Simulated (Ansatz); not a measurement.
## Two runs on GaBH₂F

System: GaBH₂F, multiplicity 2.
Method of run A: UKS B3LYP-D4/def2-TZVPP (Ansatz 0.2.0).

The geometry comes from this level: PBE0-D4/def2-TZVP. Text and figures count atoms from 1; the logs count them from 0 in places.

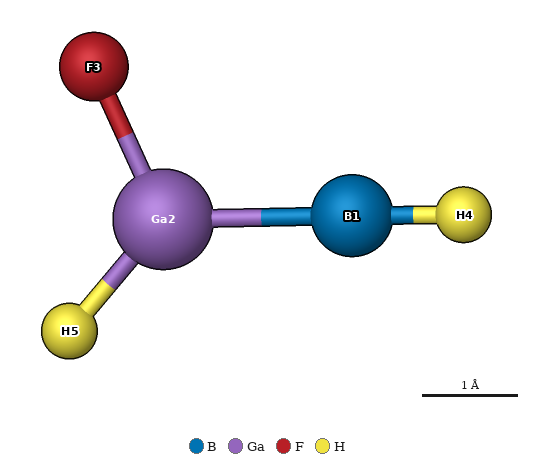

Fig. 1: The structure (ball-and-stick view, seen on its broad side; atoms are numbered from 1 in the order of the input). Sticks mark near contacts. Bond lengths as drawn: B–Ga 2.01 Å, B–H 1.18 Å, F–Ga 1.77 Å and Ga–H 1.55 Å.

## Input, run A
```yaml
crystal:
  periodic: [false, false, false]
  atoms:
    - {symbol: B, position_ang: [-1.223133, -0.362403, -0.312347]}
    - {symbol: Ga, position_ang: [0.614323, 0.316532, 0.116215]}
    - {symbol: F, position_ang: [1.651807, -0.914692, 0.839946]}
    - {symbol: H, position_ang: [-2.311267, -0.751543, -0.570028]}
    - {symbol: H, position_ang: [1.268270, 1.712106, -0.073776]}
basis:
  gaussian: {orbitals: def2-TZVPP}
magnetization: {spin_polarized: true, initial_magnetization: 1}
hamiltonian: {xc: {name: B3LYP}, dispersion: d4}
```

Command:
```bash
ansatz run in.yaml --threads 2 --pin off --events-out ev --progress --plain --max-ram 4352MiB
```

Hardware: 2 threads of Arm Neoverse V1, 23 GiB of memory available, shared host.

## Output (run A)
```
Functional definition: B3LYP
  parameter a0 = 0.2
  parameter ax = 0.72
  parameter ac = 0.81
  exchange = (1 - a0 - ax)*slater_x + ax*b88_x + a0*exact_x
  correlation = (1 - ac)*vwn_rpa_c + ac*lyp_c
846 factors; their error is unknown
mean field evaluation 1: about -55801.5054 eV, gradient 3.4e1 eV
mean field evaluation 2: about -55787.7895 eV, gradient 7.7e1 eV
mean field evaluation 4: about -55804.7518 eV, gradient 4.1e0 eV
mean field evaluation 8: about -55804.7856 eV, gradient 5.6e-2 eV
mean field evaluation 16: about -55804.9374 eV, gradient 3.1e-5 eV
mean field -55804.93742795 eV, -2050.7936245320 hartree, gradient 1.2e-5 eV, S^2 0.753472; 2 other end points of the search recorded, 0 dependent functions left out
reference -55804.93766121 eV, -2050.7936331042 hartree; 24, 23 occupied and 114, 115 virtual orbitals, 846 factors
Total energy: -55805.06117429 eV, -2050.7981721261 hartree
```

The input of run B differs as follows (lines with − go, lines with + come):
```diff
-    - {symbol: B, position_ang: [-1.223133, -0.362403, -0.312347]}
-    - {symbol: Ga, position_ang: [0.614323, 0.316532, 0.116215]}
-    - {symbol: F, position_ang: [1.651807, -0.914692, 0.839946]}
-    - {symbol: H, position_ang: [-2.311267, -0.751543, -0.570028]}
-    - {symbol: H, position_ang: [1.268270, 1.712106, -0.073776]}
+    - {symbol: B, position_ang: [-0.813606, 0.078231, 0.762224]}
+    - {symbol: Ga, position_ang: [1.073620, 0.426004, 0.179669]}
+    - {symbol: F, position_ang: [2.145906, -0.949339, 0.452620]}
+    - {symbol: H, position_ang: [-1.930106, -0.112838, 1.106837]}
+    - {symbol: H, position_ang: [1.740855, 1.673696, -0.460084]}
```

How does run B compare with run A?

The energy is the same within 0.01 kcal/mol.

## Output (run B)
```
Functional definition: B3LYP
  parameter a0 = 0.2
  parameter ax = 0.72
  parameter ac = 0.81
  exchange = (1 - a0 - ax)*slater_x + ax*b88_x + a0*exact_x
  correlation = (1 - ac)*vwn_rpa_c + ac*lyp_c
846 factors; their error is unknown
mean field evaluation 1: about -55801.5058 eV, gradient 3.4e1 eV
mean field evaluation 2: about -55787.8013 eV, gradient 7.7e1 eV
mean field evaluation 4: about -55804.7522 eV, gradient 4.1e0 eV
mean field evaluation 8: about -55804.7856 eV, gradient 5.6e-2 eV
mean field evaluation 16: about -55804.9374 eV, gradient 9.9e-5 eV
mean field -55804.93743213 eV, -2050.7936246857 hartree, gradient 2.1e-5 eV, S^2 0.753473; 2 other end points of the search recorded, 0 dependent functions left out
reference -55804.93766539 eV, -2050.7936332579 hartree; 24, 23 occupied and 114, 115 virtual orbitals, 846 factors
Total energy: -55805.06116171 eV, -2050.7981716638 hartree
```

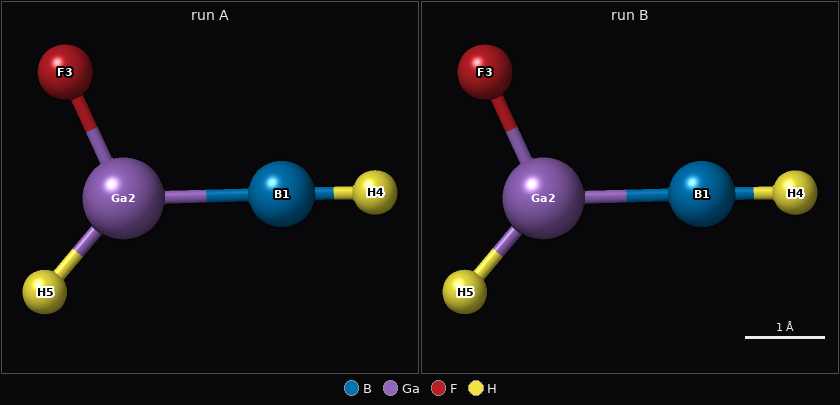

Fig. 2: The two input geometries at one scale (ball-and-stick view, seen on its broad side). No atom moves by more than 0.005 Å after the best rigid fit.

## The two runs side by side

| quantity | run A | run B |
| --- | --- | --- |
| outcome | converged | converged |
| total energy (hartree) | −2050.798172 | −2050.798172 |
| ⟨S²⟩ | 0.753 | 0.753 |
| basis functions | 138 | 138 |
| wall time (shared host) | 4.6 s | 4.6 s |
